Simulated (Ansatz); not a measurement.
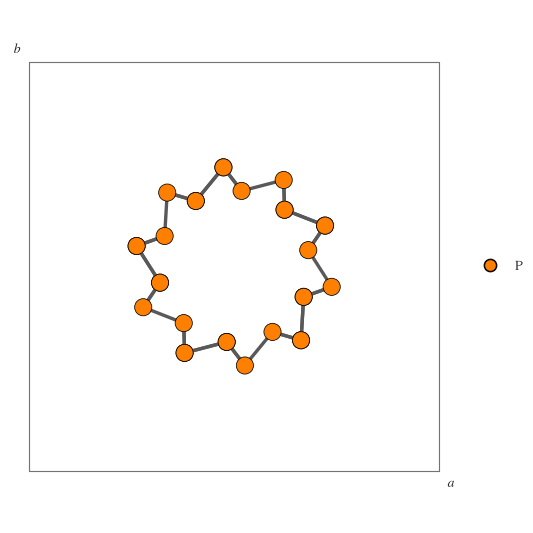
Figure: 1 relaxed period of a body that repeats along c, seen along c; the cell edge a is 21.5 Å long

These are PBE (plane waves to 420 eV, PAW; Ansatz, a quantum-chemistry and plane-wave program) values and carry that method's errors. Mesh 1×1×10. No spin polarisation. One-dimensional cell, images about 11 Å apart. A model structure. Symmetry and one short period hold its shape; lower forms weren't sought.

Task: What is drawn, and how wide is it?

Result: One answer among several that fit: (5,5) blue phosphorus nanotube. A hypothetical model, rolled from the flat sheet.
It measures about 10 Å across, from nucleus to nucleus.
